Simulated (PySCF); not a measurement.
# C7H12N (SMILES C#CC1C[N+](C)(C)C1) (charge +1): what the fields show

```xyz
20

C     3.2076    0.3843   -0.1030
C     2.1472   -0.1882    0.0023
C     0.9500   -0.9187    0.2577
C     0.0153   -0.2191    1.2557
N    -0.9530    0.1521    0.1933
C    -2.3510   -0.3269    0.3915
C    -0.9290    1.5801   -0.1424
C    -0.1615   -0.6879   -0.7940
H     4.1162    0.8440   -0.1640
H     1.1542   -1.9999    0.3770
H    -0.3262   -0.8624    2.1160
H     0.4114    0.7249    1.5981
H    -2.9685   -0.2246   -0.4383
H    -2.2898   -1.3799    0.7010
H    -2.7860    0.2137    1.2317
H     0.1331    1.8784   -0.2006
H    -1.4525    1.6994   -1.1296
H    -1.3647    2.2184    0.6214
H    -0.7673   -1.5900   -1.0404
H     0.0175   -0.0762   -1.6649
```

Geometry: GFN2-xTB, MD frame at 250 fs, 200 K.

These are results of PySCF, PBE0/pcSseg-1, SCF density, gas phase, non-relativistic, not measurements.

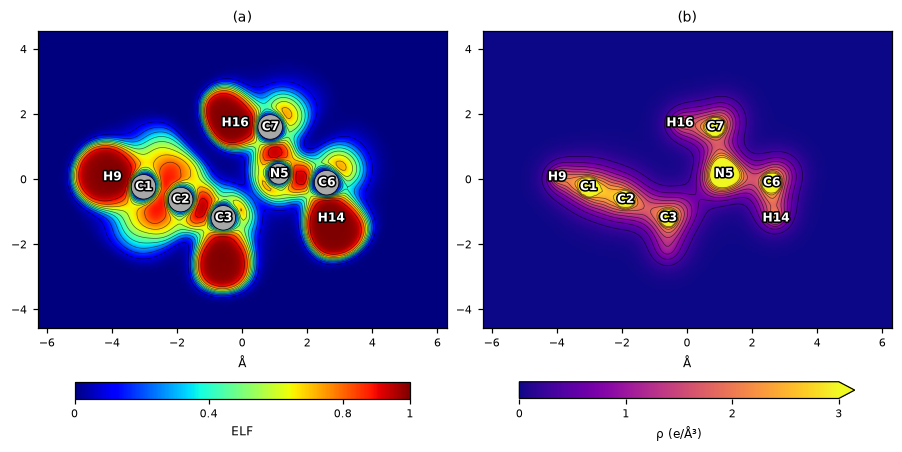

Figure 1. (a) ELF; (b) total electron density on the plane of atoms N5, C6 and H14. Grey discs cover the atomic cores in the ELF map.

### Describe what can be read from this map.

- Atoms in the plane: C, N and H.
- C–C (1.21 Å): ρ at the midpoint is about 2.7 e/Å³; the ELF peaks at about 0.85 between the atoms; a multiple bond.
- C–N (1.47 Å): ρ at the midpoint is about 1.9 e/Å³; the ELF peaks at about 0.95 between the atoms, as expected for a shared electron pair.
- C–H (1.02 Å): ρ at the midpoint is about 2.3 e/Å³; the ELF climbs to about 1 towards the hydrogen, as it does in any bond to H: an ordinary covalent bond to hydrogen.
- C–N (1.49 Å): ρ is about 1.8 e/Å³ halfway; the ELF peaks at about 0.95 between the atoms, as expected for a shared electron pair.

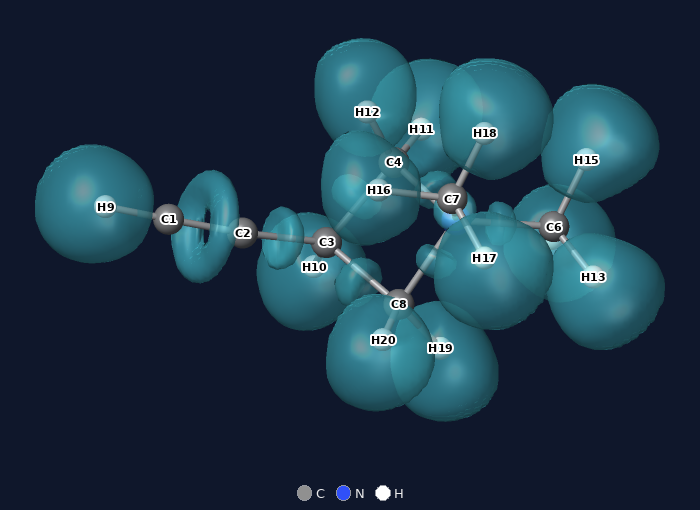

Figure 2. Isosurface of the electron localisation function at 0.85 (cyan), seen from one side. Core shells and regions of very low density are left out.

### What do the ELF domains correspond to?

The surface consists of four regions between bonded C–C atoms (shared pairs), four regions between bonded C–N atoms (shared pairs) and twelve regions around hydrogen nuclei.
